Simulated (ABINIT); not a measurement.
# GaAs (F-43m): G0W0 with ABINIT, start to end, part 2 of 3

How does a plane-wave GW calculation on GaAs (F-43m) run from the first input to the gap?

ABINIT 10.8.3; PBE and many-body steps on it, plane waves. Known limits of the many-body steps: not at the basis limit; exchange with frozen shells missing; screening runs away on this mesh; no spin-orbit coupling; coarse k mesh.

So far. Step 2 (Ground state): The gap is direct, at Γ.

### 3. Bands along the symmetry lines

Level of this step: DFT, PBE, plane waves, norm-conserving pseudopotentials (ABINIT).

The cheap functional maps the bands first; the places of the edges decide which points the dearer methods must see.

run.abi reads:

```
acell 3*1.0 Angstrom
rprim 
  0.000000000000 2.826850000000 2.826850000000
  2.826850000000 0.000000000000 2.826850000000
  2.826850000000 2.826850000000 0.000000000000
ntypat 2
znucl 31 33
natom 2
typat 1 2
xred 
  0.000000000000 0.000000000000 0.000000000000
  0.250000000000 0.250000000000 0.250000000000
pp_dirpath "pseudos"
pseudos "Ga.upf, As.upf"
ecut 38
iscf -2
irdden 1
kptopt 0
nkpt 50
kpt 
  0.00000000 0.00000000 0.00000000
  -0.06250000 -0.06250000 0.00000000
  -0.12500000 -0.12500000 0.00000000
  -0.18750000 -0.18750000 0.00000000
  -0.25000000 -0.25000000 0.00000000
  -0.31250000 -0.31250000 0.00000000
  -0.37500000 -0.37500000 0.00000000
  -0.43750000 -0.43750000 0.00000000
  -0.50000000 -0.50000000 0.00000000
  -0.48437500 -0.48437500 0.03125000
  -0.46875000 -0.46875000 0.06250000
  -0.45312500 -0.45312500 0.09375000
  -0.43750000 -0.43750000 0.12500000
  -0.42187500 -0.42187500 0.15625000
  -0.40625000 -0.40625000 0.18750000
  -0.39062500 -0.39062500 0.21875000
  -0.37500000 -0.37500000 0.25000000
  -0.37500000 0.00000000 0.37500000
  -0.32812500 0.00000000 0.32812500
  -0.28125000 0.00000000 0.28125000
  -0.23437500 0.00000000 0.23437500
  -0.18750000 0.00000000 0.18750000
  -0.14062500 0.00000000 0.14062500
  -0.09375000 0.00000000 0.09375000
  -0.04687500 0.00000000 0.04687500
  0.00000000 0.00000000 0.00000000
  0.00000000 0.00000000 0.06250000
  0.00000000 0.00000000 0.12500000
  0.00000000 0.00000000 0.18750000
  0.00000000 0.00000000 0.25000000
  0.00000000 0.00000000 0.31250000
  0.00000000 0.00000000 0.37500000
  0.00000000 0.00000000 0.43750000
  -0.00000000 -0.00000000 0.50000000
  -0.06250000 -0.03125000 0.46875000
  -0.12500000 -0.06250000 0.43750000
  -0.18750000 -0.09375000 0.40625000
  -0.25000000 -0.12500000 0.37500000
  -0.31250000 -0.15625000 0.34375000
  -0.37500000 -0.18750000 0.31250000
  -0.43750000 -0.21875000 0.28125000
  -0.50000000 -0.25000000 0.25000000
  -0.50000000 -0.28125000 0.21875000
  -0.50000000 -0.31250000 0.18750000
  -0.50000000 -0.34375000 0.15625000
  -0.50000000 -0.37500000 0.12500000
  -0.50000000 -0.40625000 0.09375000
  -0.50000000 -0.43750000 0.06250000
  -0.50000000 -0.46875000 0.03125000
  -0.50000000 -0.50000000 0.00000000
istwfk *1
nband 21
nbdbuf 2
tolwfr 1e-08
nstep 40
prtwf 0
prtvol 0
indata_prefix "in"
outdata_prefix "out"
tmpdata_prefix "tmp"
```

Started as:

```console
OMP_NUM_THREADS=1 mpirun -n 4 abinit run.abi > log
```

Numbers of over 12 decimals in the logs are rounded to 6 here.

Output:

```text
.Version 10.8.3 of ABINIT. v10.8.2 released Aug 2026.

 Symmetries : space group F-4 3 m (#216); Bravais cF (face-center cubic)
[... echo of the input left out ...]
== DATASET  1 ==================================================================
-   mpi_nproc: 4, omp_nthreads: 1 (-1 if OMP is not activated)

--- !DatasetInfo
iteration_state: {dtset: 1, }
dimensions: {natom: 2, nkpt: 50, mband: 21, nsppol: 1, nspinor: 1, nspden: 1, mpw: 3479, }
cutoff_energies: {ecut:  38.0, pawecutdg:  -1.0, }
electrons: {nelect:   2.80000000E+01, charge:   0.00000000E+00, occopt:   1.00000000E+00, tsmear:   1.00000000E-02, }

 Real(R)+Recip(G) space primitive vectors, cartesian coordinates (Bohr,Bohr^-1):
 R(1)=  0.0000000  5.3419723  5.3419723  G(1)= -0.0935984  0.0935984  0.0935984
 R(2)=  5.3419723  0.0000000  5.3419723  G(2)=  0.0935984 -0.0935984  0.0935984
 R(3)=  5.3419723  5.3419723  0.0000000  G(3)=  0.0935984  0.0935984 -0.0935984
 Unit cell volume ucvol=  3.0488418E+02 bohr^3
 Angles (23,13,12)=  6.00000000E+01  6.00000000E+01  6.00000000E+01 degrees

 getcut: wavevector=  0.0000  0.0000  0.0000  ngfft=  45  45  45
         ecut(hartree)=     38.000   => boxcut(ratio)=   2.09884

--- Pseudopotential description ------------------------------------------------
- Ga Generated using ONCVPSP code by D. R. Hamann
- 31.00000  13.00000  171031                  znucl, zion, pspdat
12 -101130 2 -1 1902                          pspcod,pspxc,lmax,lloc,mmax
     nproj     2     2     2
  pspatm : epsatm=   24.69408211
         --- l  ekb(1:nproj) -->
             0    7.029782    1.144675
             1    6.805229    1.288163
             2   -8.378254   -2.820764
 pspatm: atomic psp has been read  and splines computed

- As Generated using ONCVPSP code by D. R. Hamann
- 33.00000  15.00000  171031                  znucl, zion, pspdat
12 -101130 2 -1 1358                          pspcod,pspxc,lmax,lloc,mmax
     nproj     2     2     2
  pspatm : epsatm=   28.90894544
         --- l  ekb(1:nproj) -->
[...]
pspatm: atomic psp has been read  and splines computed

--------------------------------------------------------------------------------

================================================================================
 prteigrs : about to open file out_EIG
 Non-SCF case, kpt    1 (  0.00000  0.00000  0.00000), residuals and eigenvalues=
  4.34E-09  6.85E-09  9.76E-09  2.90E-09  5.33E-09  3.29E-09  9.90E-09  9.32E-09
  4.06E-09  5.37E-09  7.28E-09  3.20E-09  3.41E-09  6.89E-09  8.31E-09  2.37E-09
  5.13E-09  7.71E-09  7.69E-09  9.55E-06  3.35E-04
 -1.1460E+00 -1.1460E+00 -1.1460E+00 -1.1457E+00 -1.1457E+00 -3.9689E-01
 -3.9689E-01 -3.9689E-01 -3.9406E-01 -3.9406E-01 -3.1984E-01  1.4788E-01
  1.4788E-01  1.4788E-01  1.6675E-01  2.8527E-01  2.8527E-01  2.8527E-01
[...]
Non-SCF case, kpt    3 ( -0.12500 -0.12500  0.00000), residuals and eigenvalues=
[...]
3.51E-09  7.91E-09  8.57E-09  2.58E-08  9.05E-06
[...]
Non-SCF case, kpt   49 ( -0.50000 -0.46875  0.03125), residuals and eigenvalues=
[...]
Non-SCF case, kpt   50 ( -0.50000 -0.50000  0.00000), residuals and eigenvalues=
[...]
-3.9507E-01 -3.9507E-01 -3.9500E-01 -3.9360E-01 -2.2800E-01 -1.0257E-01
  4.9544E-02  4.9544E-02  2.0184E-01  2.0894E-01  5.2174E-01  5.2174E-01
[...]
--- !ResultsGS
iteration_state: {dtset: 1, }
comment   : Summary of ground state results
lattice_vectors:
- [  0.0000000,   5.3419723,   5.3419723, ]
- [  5.3419723,   0.0000000,   5.3419723, ]
- [  5.3419723,   5.3419723,   0.0000000, ]
lattice_lengths: [   7.55469,    7.55469,    7.55469, ]
lattice_angles: [ 60.000,  60.000,  60.000, ] # degrees, (23, 13, 12)
lattice_volume:   3.0488418E+02
convergence: {deltae:  0.000E+00, res2:  0.000E+00, residm:  9.986E-09, diffor:  0.000E+00, }
etotal    :  -1.82563273E+02
entropy   :   0.00000000E+00
fermie    :   1.47875682E-01
cartesian_stress_tensor: null
pressure_GPa: null
xred      :
- [  0.0000E+00,   0.0000E+00,   0.0000E+00, Ga]
- [  2.5000E-01,   2.5000E-01,   2.5000E-01, As]
cartesian_forces: null
force_length_stats: {min: null, max: null, mean: null, }

 Integrated electronic density in atomic spheres:
 ------------------------------------------------
 Atom  Sphere_radius  Integrated_density
[...]
================================================================================

 ----iterations are completed or convergence reached----

 Mean square residual over all n,k,spin=   52.096E-10; max=  99.859E-10
 reduced coordinates (array xred) for    2 atoms
       0.000000000000      0.000000000000      0.000000000000
       0.250000000000      0.250000000000      0.250000000000

 cartesian coordinates (angstrom) at end:
    1      0.000000     0.000000     0.000000
    2      1.413425     1.413425     1.413425
 length scales=  1.889726125908  1.889726125908  1.889726125908 bohr
              =  1.000000000000  1.000000000000  1.000000000000 angstroms
 prteigrs : about to open file out_EIG
 Eigenvalues (hartree) for nkpt=  50  k points:
 kpt#   1, nband= 21, wtk=  1.00000, kpt=  0.0000  0.0000  0.0000 (reduced coord)
[...]
kpt#   2, nband= 21, wtk=  1.00000, kpt= -0.0625 -0.0625  0.0000 (reduced coord)
[...]
kpt#   3, nband= 21, wtk=  1.00000, kpt= -0.1250 -0.1250  0.0000 (reduced coord)
[...]
kpt#  49, nband= 21, wtk=  1.00000, kpt= -0.5000 -0.4687  0.0313 (reduced coord)
[...]
0.51556    0.51618    0.55131    0.62146    0.64229
 kpt#  50, nband= 21, wtk=  1.00000, kpt= -0.5000 -0.5000  0.0000 (reduced coord)
  -1.14605   -1.14593   -1.14593   -1.14567   -1.14562   -0.40096   -0.39507   -0.39507
  -0.39500   -0.39360   -0.22800   -0.10257    0.04954    0.04954    0.20184    0.20894
   0.52174    0.52174    0.55137    0.63787    0.64372

== END DATASET(S) ==============================================================
================================================================================

 -outvars: echo values of variables after computation  --------
            nband          21
             nkpt          50
          spgroup         216
 [... the other variables as echoed above ...]

 Calculation completed.
```

Elapsed: 46 s, on 4 MPI ranks of Intel Xeon at 2.80GHz (Skylake/Cascade Lake), shared host; peak memory 0.33 GiB.

Numbers from this step:

| Property | Result |
| --- | --- |
| gap | 0.5135 eV |
| k of the valence top | 0, 0, 0 |
| k of the conduction bottom | 0, 0, 0 |
| least direct gap | 0.5135 eV |

The gap is 0.513 eV, as in the run before at this level.

The electronic bands at the labelled points (eV, zero at the top of the highest filled band):

```csv
point,band 11,band 12,band 13,band 14,band 15,band 16,band 17,band 18
Γ,-12.73,0.00,0.00,0.00,0.51,3.74,3.74,3.74
X,-10.23,-6.82,-2.68,-2.68,1.47,1.66,10.17,10.17
U,-10.27,-6.63,-3.86,-2.26,1.97,4.64,7.96,8.07
jump to K,-10.27,-6.63,-3.86,-2.26,1.97,4.64,7.96,8.07
Γ,-12.73,0.00,0.00,0.00,0.51,3.74,3.74,3.74
L,-10.97,-6.64,-1.14,-1.14,1.00,4.64,4.64,7.77
W,-10.17,-6.63,-3.53,-3.34,4.62,4.72,5.42,6.05
X,-10.23,-6.82,-2.68,-2.68,1.47,1.66,10.17,10.17
```

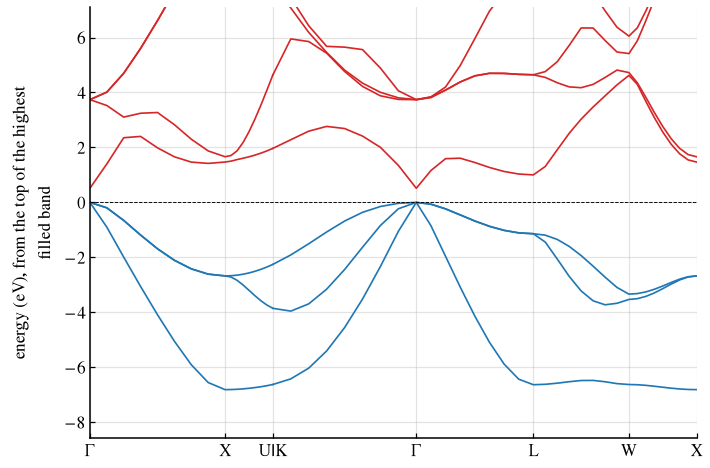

Electronic bands along the path; lines of filled and empty bands in two colours.

### 4. Empty states on the mesh, 4×4×4 mesh, 75 bands

The sums over transitions need many empty states on a uniform mesh; this step solves for them.

run.abi reads:

```
acell 3*1.0 Angstrom
rprim 
  0.000000000000 2.826850000000 2.826850000000
  2.826850000000 0.000000000000 2.826850000000
  2.826850000000 2.826850000000 0.000000000000
ntypat 2
znucl 31 33
natom 2
typat 1 2
xred 
  0.000000000000 0.000000000000 0.000000000000
  0.250000000000 0.250000000000 0.250000000000
pp_dirpath "pseudos"
pseudos "Ga.upf, As.upf"
ecut 38
ngkpt 4 4 4
nshiftk 1
shiftk 0 0 0
kptopt 1
chksymbreak 0
iscf -2
irdden 1
istwfk *1
nband 75
nbdbuf 6
tolwfr 1e-09
nstep 60
prtvol 0
indata_prefix "in"
outdata_prefix "out"
tmpdata_prefix "tmp"
```

Output:

```text
.Version 10.8.3 of ABINIT. v10.8.2 released Aug 2026.

 Symmetries : space group F-4 3 m (#216); Bravais cF (face-center cubic)
[... echo of the input left out ...]
== DATASET  1 ==================================================================
-   mpi_nproc: 4, omp_nthreads: 1 (-1 if OMP is not activated)

--- !DatasetInfo
iteration_state: {dtset: 1, }
dimensions: {natom: 2, nkpt: 8, mband: 75, nsppol: 1, nspinor: 1, nspden: 1, mpw: 3479, }
cutoff_energies: {ecut:  38.0, pawecutdg:  -1.0, }
electrons: {nelect:   2.80000000E+01, charge:   0.00000000E+00, occopt:   1.00000000E+00, tsmear:   1.00000000E-02, }

 Real(R)+Recip(G) space primitive vectors, cartesian coordinates (Bohr,Bohr^-1):
 R(1)=  0.0000000  5.3419723  5.3419723  G(1)= -0.0935984  0.0935984  0.0935984
 R(2)=  5.3419723  0.0000000  5.3419723  G(2)=  0.0935984 -0.0935984  0.0935984
 R(3)=  5.3419723  5.3419723  0.0000000  G(3)=  0.0935984  0.0935984 -0.0935984
 Unit cell volume ucvol=  3.0488418E+02 bohr^3
 Angles (23,13,12)=  6.00000000E+01  6.00000000E+01  6.00000000E+01 degrees

 getcut: wavevector=  0.0000  0.0000  0.0000  ngfft=  45  45  45
         ecut(hartree)=     38.000   => boxcut(ratio)=   2.09884

--- Pseudopotential description ------------------------------------------------
- Ga Generated using ONCVPSP code by D. R. Hamann
- 31.00000  13.00000  171031                  znucl, zion, pspdat
12 -101130 2 -1 1902                          pspcod,pspxc,lmax,lloc,mmax
     nproj     2     2     2
  pspatm : epsatm=   24.69408211
         --- l  ekb(1:nproj) -->
             0    7.029782    1.144675
             1    6.805229    1.288163
             2   -8.378254   -2.820764
 pspatm: atomic psp has been read  and splines computed

- As Generated using ONCVPSP code by D. R. Hamann
- 33.00000  15.00000  171031                  znucl, zion, pspdat
12 -101130 2 -1 1358                          pspcod,pspxc,lmax,lloc,mmax
     nproj     2     2     2
  pspatm : epsatm=   28.90894544
         --- l  ekb(1:nproj) -->
[...]
pspatm: atomic psp has been read  and splines computed

--------------------------------------------------------------------------------

================================================================================
 prteigrs : about to open file out_EIG
 Non-SCF case, kpt    1 (  0.00000  0.00000  0.00000), residuals and eigenvalues=
  1.51E-10  2.37E-10  3.41E-10  1.63E-10  3.46E-10  3.17E-10  2.77E-10  3.26E-10
  3.83E-10  7.92E-10  4.73E-10  3.33E-10  6.97E-10  7.33E-10  8.65E-10  3.69E-10
  8.61E-10  3.57E-10  2.69E-10  3.14E-10  4.69E-10  2.22E-10  3.48E-10  7.97E-10
[...]
-1.1460E+00 -1.1460E+00 -1.1460E+00 -1.1457E+00 -1.1457E+00 -3.9689E-01
 -3.9689E-01 -3.9689E-01 -3.9406E-01 -3.9406E-01 -3.1984E-01  1.4788E-01
  1.4788E-01  1.4788E-01  1.6675E-01  2.8527E-01  2.8527E-01  2.8527E-01
[...]
1.8573E+00  1.9535E+00  1.9535E+00  1.9535E+00  1.9601E+00  1.9601E+00
  1.9601E+00  2.0423E+00  2.1579E+00  2.5327E+00  2.5327E+00  2.5327E+00
[...]
prteigrs : prtvol=0 or 1, do not print more k-points.

--- !ResultsGS
iteration_state: {dtset: 1, }
comment   : Summary of ground state results
lattice_vectors:
- [  0.0000000,   5.3419723,   5.3419723, ]
- [  5.3419723,   0.0000000,   5.3419723, ]
- [  5.3419723,   5.3419723,   0.0000000, ]
lattice_lengths: [   7.55469,    7.55469,    7.55469, ]
lattice_angles: [ 60.000,  60.000,  60.000, ] # degrees, (23, 13, 12)
lattice_volume:   3.0488418E+02
convergence: {deltae:  0.000E+00, res2:  0.000E+00, residm:  9.989E-10, diffor:  0.000E+00, }
etotal    :  -1.82563273E+02
entropy   :   0.00000000E+00
fermie    :   1.47875682E-01
cartesian_stress_tensor: null
pressure_GPa: null
xred      :
- [  0.0000E+00,   0.0000E+00,   0.0000E+00, Ga]
- [  2.5000E-01,   2.5000E-01,   2.5000E-01, As]
cartesian_forces: null
force_length_stats: {min: null, max: null, mean: null, }

 Integrated electronic density in atomic spheres:
 ------------------------------------------------
 Atom  Sphere_radius  Integrated_density
[...]
================================================================================

 ----iterations are completed or convergence reached----

 Mean square residual over all n,k,spin=   51.847E-11; max=  99.895E-11
 reduced coordinates (array xred) for    2 atoms
[...]
0.250000000000      0.250000000000      0.250000000000

 cartesian coordinates (angstrom) at end:
    1      0.000000     0.000000     0.000000
    2      1.413425     1.413425     1.413425
 length scales=  1.889726125908  1.889726125908  1.889726125908 bohr
              =  1.000000000000  1.000000000000  1.000000000000 angstroms
 prteigrs : about to open file out_EIG
 Eigenvalues (hartree) for nkpt=   8  k points:
 kpt#   1, nband= 75, wtk=  0.01563, kpt=  0.0000  0.0000  0.0000 (reduced coord)
[...]
1.73579    1.73579    1.74298    1.74298    1.85731    1.95349    1.95349    1.95349
   1.96009    1.96009    1.96009    2.04231    2.15792    2.53271    2.53271    2.53272
   2.56714    2.56721    2.61682
 prteigrs : prtvol=0 or 1, do not print more k-points.

== END DATASET(S) ==============================================================
================================================================================

 -outvars: echo values of variables after computation  --------
            nband          75
             nkpt           8
          spgroup         216
 [... the other variables as echoed above ...]

 Calculation completed.
```

Wall time 53 s (4 MPI ranks); peak memory 0.32 GiB; 3 min of CPU time.

This step gave:

```
gap                                                           : 0.5135 eV
k of the valence top                                          : 0, 0, 0
k of the conduction bottom                                    : 0, 0, 0
least direct gap                                              : 0.5135 eV
k points computed                                             : 8
lowest point of the top converged band, above the valence top : 54.6960 eV
```

On this mesh the gap is 0.513 eV.

### 5. Screening, 4×4×4 mesh, 69 bands, screening to 130.6 eV

The RPA dielectric matrix is built and inverted for each q.

This step: RPA screening on PBE, plane waves, norm-conserving pseudopotentials.

Changes to run.abi since step 4:

```diff
@@ -20,10 +20,11 @@
 chksymbreak 0
-iscf -2
-irdden 1
 istwfk *1
-nband 75
-nbdbuf 6
-tolwfr 1e-09
-nstep 60
-prtvol 0
+occopt 1
+irdwfk 1
+optdriver 3
+nband 69
+ecuteps 4.8
+inclvkb 2
+awtr 1
+symchi 1
 indata_prefix "in"
```

Output:

```text
.Version 10.8.3 of ABINIT. v10.8.2 released Aug 2026.

 Symmetries : space group F-4 3 m (#216); Bravais cF (face-center cubic)
[... echo of the input left out ...]
== DATASET  1 ==================================================================
-   mpi_nproc: 4, omp_nthreads: 1 (-1 if OMP is not activated)

--- !DatasetInfo
iteration_state: {dtset: 1, }
dimensions: {natom: 2, nkpt: 8, mband: 69, nsppol: 1, nspinor: 1, nspden: 1, mpw: 3479, }
cutoff_energies: {ecut:  38.0, pawecutdg:  -1.0, }
electrons: {nelect:   2.80000000E+01, charge:   0.00000000E+00, occopt:   1.00000000E+00, tsmear:   1.00000000E-02, }

 SCREENING: Calculation of the susceptibility and dielectric matrices

 Based on a program developped by R.W. Godby, V. Olevano, G. Onida, and L. Reining.
 Incorporated in ABINIT by V. Olevano, G.-M. Rignanese, and M. Torrent.
.Using double precision arithmetic ; gwpc =  8

[... cell and pseudopotentials left out ...]
--------------------------------------------------------------------------------

 ==== K-mesh for the wavefunctions ====
 Number of points in the irreducible wedge :     8
[... list of points left out ...]
 Together with 24 symmetry operations and time-reversal symmetry
 yields    64 points in the full Brillouin Zone.

 ==== Q-mesh for the screening function ====
 Number of points in the irreducible wedge :     8
[... list of points left out ...]
 Together with 24 symmetry operations and time-reversal symmetry
 yields    64 points in the full Brillouin Zone.

 setmesh: FFT mesh size selected  =    30x   30x   30
          total number of points  =        27000

 vcoul_init : cutoff-mode = AUXILIARY_FUNCTION
 q-points for optical limit:   1
     1)      0.000010    0.000020    0.000030

- screening: taking advantage of time-reversal symmetry
- Maximum band index for partially occupied states nbvw = 14
- Remaining bands to be divided among processors   nbcw = 55
- Number of bands treated by each node ~13

 Number of electrons calculated from density =   28.0000; Expected =   28.0000
 average of density, n =  0.091838
 r_s =    1.3750
 omega_plasma =   29.2326 [eV]

 calculating chi0 at frequencies [eV] :
  1    0.000000E+00    0.000000E+00
  2    0.000000E+00    2.923258E+01

--------------------------------------------------------------------------------
  q-point number  1        q = ( 0.000000, 0.000000, 0.000000) [r.l.u.]
--------------------------------------------------------------------------------
[... chi0 elements left out ...]
 For q-point:  0.000010 0.000020 0.000030
  dielectric constant = 138.6324
  dielectric constant without local fields = 147.8196

  Average fulfillment of the sum rule on Im[epsilon] for q-point    1 :     42.05  [%]
[... wings left out ...]
  q-point number  2        q = ( 0.250000, 0.000000, 0.000000) [r.l.u.]
--------------------------------------------------------------------------------
[... chi0 elements left out ...]
  Average fulfillment of the sum rule on Im[epsilon] for q-point    2 :     53.45  [%]

 [... 6 further q-points ...]
```

Run time: 57 s. Hardware: 4 MPI ranks; peak memory 0.75 GiB; 3.2 min of CPU time.

Numbers from this step:

```yaml
eps_infinity_with_local_fields_on_this_mesh_along_the_program_s_q_direction: 138.6
the_same_without_local_fields: 147.8
plasma_frequency: 29.23 eV
plane_waves_in_the_screening_matrix: 169
```

Local fields lower ε∞ by 6 %. The value itself is an artefact of the mesh, where one narrow direct gap carries too much weight.

[end of part 2 of 3]

[Paths, hosts, dates, memory and timing lines, banners, echoed tables and standing remarks are left out of the program output.]

[Logs are printed without paths, hosts, clocks, repeated set-up lines and the standing remarks that a program may print on its own settings, such as how far it seeks lower states.]

[Runs of the session that timed out or met a known fault of the program may be left out.]

[Hosts, paths, dates, database ids (printed as entryN), source tags and the programs' standing remarks are cut or masked in the printed files.]

[G0W0 gaps are taken among the corrected bands and points alone; a level outside them can change the order at an edge.]

[Where Ansatz stands beside ABINIT at settings called matched, ABINIT's density can come from a denser mesh and the files from another edition; pairs whose starting gaps differed by over 0.03 eV were left out, so agreement reads better than it is.]
